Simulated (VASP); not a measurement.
Band structure of CdZn3Te4 (ordered alloy cell). Method: PBEsol GGA, VASP's PBE PAW potentials (set 64) (plane waves; VASP 6.6.1).

Unless said otherwise, spin-orbit coupling is left out, though it shifts the bands of the heavy elements here.

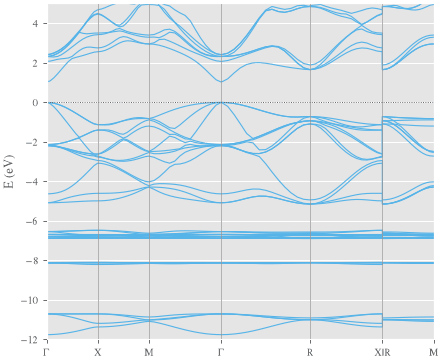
Figure: Bands along high-symmetry lines, zero at the valence-band maximum or, without a gap, the Fermi level

Question: Read the plot: is there a gap, and where are the band edges?

Answer: The gap is direct, 1.03 eV, from the valence maximum at Γ to the conduction minimum at Γ. (Edges off the drawn lines would not show.)

The structure was generated: CdZn3Te4 was put into an ordered model structure (P-43m), which need not be its known phase. It was relaxed first.
